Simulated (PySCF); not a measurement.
# CH8BFSi2 (SMILES FB([SiH3])C[SiH3]): levels of theory compared

Wanted: a comparison of 6 runs (HF/STO-3G, wB97X/6-31G, B3LYP/6-31G*, wB97X/cc-pVDZ, MP2/cc-pVDZ) of CH8BFSi2. The job is set up through a Python script.

The calculation is run with PySCF 2.14.0.

### Step 1. The system as given

The species is CH8BFSi2 (13 atoms), meant as a singlet with charge 0. As SMILES, `FB([SiH3])C[SiH3]`. The shape is that of a PBE0-D4/def2-TZVP optimisation. This is one conformer, not always the lowest.

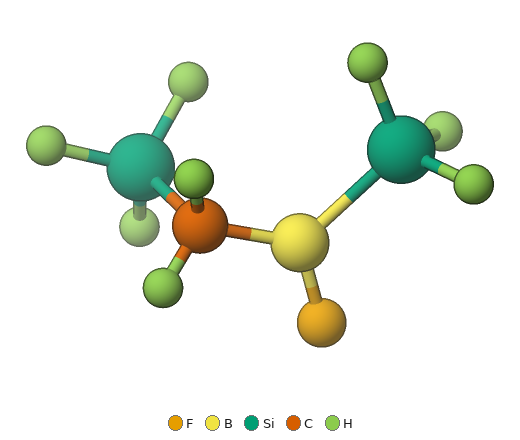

Viewed from a chosen angle; fluorine amber, boron yellow, silicon teal, carbon orange, hydrogen green.

### Step 2. Energy and forces at HF/STO-3G (run 1)

The input, input.py:

```python
# FB([SiH3])C[SiH3]
import pyscf.grad
from pyscf import gto

molecule = gto.Mole()
molecule.atom = '''
F     -2.069600     0.020500     0.884500
B     -0.783600     0.290500     0.651200
Si     0.547000    -0.231900     2.109800
C     -0.400200     0.913200    -0.709800
Si     0.101700    -0.460800    -1.907100
H      0.242900     0.508700     3.366700
H      1.946200     0.083900     1.710200
H      0.460500    -1.689300     2.405500
H      0.480200     1.558800    -0.634400
H     -1.226700     1.460300    -1.175000
H     -1.046200    -1.368000    -2.163100
H      0.549300     0.135200    -3.192100
H      1.218700    -1.255800    -1.331700
'''
molecule.max_memory = 1860
molecule.verbose = 3
molecule.charge = 0
molecule.basis = 'sto-3g'
molecule.build()

hf = molecule.RHF()
hf.conv_tol = 1e-10
hf.kernel()
if not hf.converged:
    hf = hf.newton().run(hf.mo_coeff, hf.mo_occ)

e_tot = hf.e_tot
print(f'total energy: {e_tot:.8f} hartree')
grad = hf.Gradients().kernel()
dip = hf.dip_moment()
pop, q = hf.mulliken_pop()
```

On the command line:

```bash
OMP_NUM_THREADS=1 python input.py
```

The log of the run:

```text
converged SCF energy = -735.748915875672
total energy: -735.74891588 hartree
--------------- RHF gradients ---------------
         x                y                z
0 F    -0.0275100692    -0.0067150323     0.0061851309
1 B     0.0220207831     0.0167984655    -0.0360945530
2 Si    -0.0087581786     0.0013404134    -0.0090680427
3 C    -0.0120208170    -0.0023274567     0.0240116100
4 Si    -0.0073034616     0.0196317005     0.0181242986
5 H    -0.0079459259     0.0172546389     0.0281658354
6 H     0.0316085390     0.0077089897    -0.0099398259
7 H    -0.0027681375    -0.0329578171     0.0063999726
8 H     0.0122586264     0.0016230480    -0.0005623035
9 H    -0.0093628955     0.0017081876    -0.0066929862
10 H    -0.0255115386    -0.0197713430    -0.0054336273
11 H     0.0100886466     0.0133883202    -0.0281569063
12 H     0.0252044290    -0.0176821148     0.0130613974
----------------------------------------------
Dipole moment(X, Y, Z, Debye):  0.20984,  0.37294, -0.81422
 ** Mulliken pop  **
pop of  0 F 1s            1.99872
pop of  0 F 2s            1.93188
pop of  0 F 2px           1.55719
pop of  0 F 2py           1.80256
pop of  0 F 2pz           1.90798
pop of  1 B 1s            1.99119
pop of  1 B 2s            0.98643
pop of  1 B 2px           0.62822
pop of  1 B 2py           0.38368
pop of  1 B 2pz           0.74919
pop of  2 Si 1s           1.99961
pop of  2 Si 2s           1.98749
pop of  2 Si 3s           1.22554
pop of  2 Si 2px          1.96495
pop of  2 Si 2py          1.96456
pop of  2 Si 2pz          1.96535
pop of  2 Si 3px          0.79381
pop of  2 Si 3py          0.77000
pop of  2 Si 3pz          0.80498
pop of  3 C 1s            1.99206
pop of  3 C 2s            1.24070
pop of  3 C 2px           1.00347
pop of  3 C 2py           1.05907
pop of  3 C 2pz           1.11342
pop of  4 Si 1s           1.99961
pop of  4 Si 2s           1.98732
pop of  4 Si 3s           1.18712
pop of  4 Si 2px          1.96481
pop of  4 Si 2py          1.96455
pop of  4 Si 2pz          1.96446
pop of  4 Si 3px          0.76431
pop of  4 Si 3py          0.73637
pop of  4 Si 3pz          0.74687
pop of  5 H 1s            1.16140
pop of  6 H 1s            1.16547
pop of  7 H 1s            1.16145
pop of  8 H 1s            0.94950
pop of  9 H 1s            0.94925
pop of  10 H 1s           1.15911
pop of  11 H 1s           1.15558
pop of  12 H 1s           1.16077
 ** Mulliken atomic charges  **
charge of    0F =     -0.19833
charge of    1B =      0.26129
charge of    2Si =      0.52372
charge of    3C =     -0.40872
charge of    4Si =      0.68459
charge of    5H =     -0.16140
charge of    6H =     -0.16547
charge of    7H =     -0.16145
charge of    8H =      0.05050
charge of    9H =      0.05075
charge of   10H =     -0.15911
charge of   11H =     -0.15558
charge of   12H =     -0.16077
```

It took 4.5 s on 1 thread of Intel Xeon at 2.70GHz, shared host; peak memory 0.12 GiB.

### Step 3. Energy and gradient at wB97X/6-31G (run 2)

The input, input.py:

```python
from pyscf import gto, dft

mol = gto.Mole()
mol.atom = [
    ('F', (-2.069600, 0.020500, 0.884500)),
    ('B', (-0.783600, 0.290500, 0.651200)),
    ('Si', (0.547000, -0.231900, 2.109800)),
    ('C', (-0.400200, 0.913200, -0.709800)),
    ('Si', (0.101700, -0.460800, -1.907100)),
    ('H', (0.242900, 0.508700, 3.366700)),
    ('H', (1.946200, 0.083900, 1.710200)),
    ('H', (0.460500, -1.689300, 2.405500)),
    ('H', (0.480200, 1.558800, -0.634400)),
    ('H', (-1.226700, 1.460300, -1.175000)),
    ('H', (-1.046200, -1.368000, -2.163100)),
    ('H', (0.549300, 0.135200, -3.192100)),
    ('H', (1.218700, -1.255800, -1.331700)),
]
mol.charge = 0
mol.basis = '6-31g'
mol.max_memory = 1860
mol.verbose = 4
mol.build()

mf = dft.RKS(mol)
mf.xc = 'wb97x'
mf.grids.level = 5
mf.conv_tol = 1e-10
mf.kernel()
if not mf.converged:
    mf = mf.newton().run(mf.mo_coeff, mf.mo_occ)

e_final = mf.e_tot
print(f'total energy: {e_final:.8f} hartree')
grad = mf.nuc_grad_method().kernel()
mf.analyze()
```

On the command line:

```bash
OMP_NUM_THREADS=1 python input.py
```

The log of the run:

```text
PySCF version 2.14.0

[... 99 lines left out ...]
Two-electron Coulomb Energy =          606.033370727115198
[... 11 lines left out ...]
MO #9   energy= -3.75815213110033  occ= 2
[... 9 lines left out ...]
MO #19  energy= -0.576994306159536 occ= 2
[... 9 lines left out ...]
MO #29  energy= 0.0443354946393213 occ= 0
[... 9 lines left out ...]
MO #39  energy= 0.246080521327444  occ= 0
[... 9 lines left out ...]
MO #49  energy= 0.469289817778063  occ= 0
[... 9 lines left out ...]
MO #59  energy= 1.09205314227434   occ= 0
[... 9 lines left out ...]
MO #69  energy= 2.17717842087165   occ= 0
[... 85 lines left out ...]
Dipole moment(X, Y, Z, Debye):  0.67810,  0.85604, -1.14174
```

Wall time 65 s (1 thread of Intel Xeon at 2.70GHz, shared host); peak memory 0.69 GiB.

Runs 3 to 5 aren't shown in full; the table further down has their settings and results.

### Step 4. Energy and forces at MP2/cc-pVDZ (run 6)

The input, calc.py:

```python
import pyscf.grad
from pyscf import gto, mp

mol = gto.Mole()
mol.atom = '''
F       -2.069600       0.020500       0.884500
B       -0.783600       0.290500       0.651200
Si       0.547000      -0.231900       2.109800
C       -0.400200       0.913200      -0.709800
Si       0.101700      -0.460800      -1.907100
H        0.242900       0.508700       3.366700
H        1.946200       0.083900       1.710200
H        0.460500      -1.689300       2.405500
H        0.480200       1.558800      -0.634400
H       -1.226700       1.460300      -1.175000
H       -1.046200      -1.368000      -2.163100
H        0.549300       0.135200      -3.192100
H        1.218700      -1.255800      -1.331700
'''
mol.max_memory = 1860
mol.basis = 'cc-pvdz'
mol.verbose = 4
mol.spin = 0
mol.build()

hf = mol.RHF()
hf.conv_tol = 1e-10
hf.kernel()
if not hf.converged:
    hf = hf.newton().run(hf.mo_coeff, hf.mo_occ)

pt = mp.MP2(hf, frozen=13).run()
e_final = pt.e_tot
print('E(%s) = %.9f' % ('MP2', e_final))
grad = pt.Gradients().kernel()
dip = hf.dip_moment()
pop, q = hf.mulliken_pop()
```

On the command line:

```bash
OMP_NUM_THREADS=1 python calc.py
```

The log of the run:

```text
PySCF version 2.14.0

[... 69 lines left out ...]
converged SCF energy = -744.565338571132
[... 17 lines left out ...]
Dipole moment(X, Y, Z, Debye):  0.64111,  0.97079, -0.97640
[... 132 lines left out ...]
charge of   12H =     -0.11197
```

Run time: 46 s. Hardware: 1 thread of Intel Xeon at 2.70GHz, shared host; peak memory 1.1 GiB.

### Step 5. The series

```
run                               level  integration grid  Cartesian functions  energy (Eh)  dipole moment (D) of the reference  HOMO energy (eV)  LUMO energy (eV)  wall time
  1                           HF/STO-3G                 –                   no  -735.748916                                0.92             -8.39              7.48      4.5 s
  2                         wB97X/6-31G                 5                   no  -746.446799                                1.58            -10.30              1.21       65 s
  3  B3LYP/6-31G* (spherical functions)                 5                   no  -746.641642                                1.39             -7.54             -1.15       53 s
  4  B3LYP/6-31G* (Cartesian functions)                 5                  yes  -746.647300                                1.39             -7.55             -1.15       54 s
  5                       wB97X/cc-pVDZ                 5                   no  -746.589577                                1.40            -10.25              1.01    2.4 min
  6                         MP2/cc-pVDZ                 –                   no  -745.182632                                1.52            -11.04              2.36       46 s
```

### Step 6. Results

```
                                           quantity          value
                                run 6: total energy  -745.18263 Eh
        run 6: dipole moment (Hartree–Fock density)         1.52 D
         run 6: HOMO energy (Hartree–Fock orbitals)      -11.04 eV
         run 6: LUMO energy (Hartree–Fock orbitals)        2.36 eV
       run 6: HOMO–LUMO gap (Hartree–Fock orbitals)       13.40 eV
run 6: correlation energy (13 core orbitals frozen)     -617.3 mEh
                    run 6: largest force on an atom     0.934 eV/Å
```

What this shows: Over runs 1, 2, 3, 4, 5 the dipole moment (its size) runs from 0.92 D (HF/STO-3G) to 1.58 D (wB97X/6-31G). The two ends differ in method and basis. Over runs 1, 2, 3, 4, 5 the HOMO–LUMO gap runs from 6.40 eV (B3LYP/6-31G*) to 15.87 eV (HF/STO-3G). Totals of different functionals can't be ranked against each other. In run 1 the basis is minimal, so the values are rough. All runs together took 6.1 min, the longest 2.4 min.
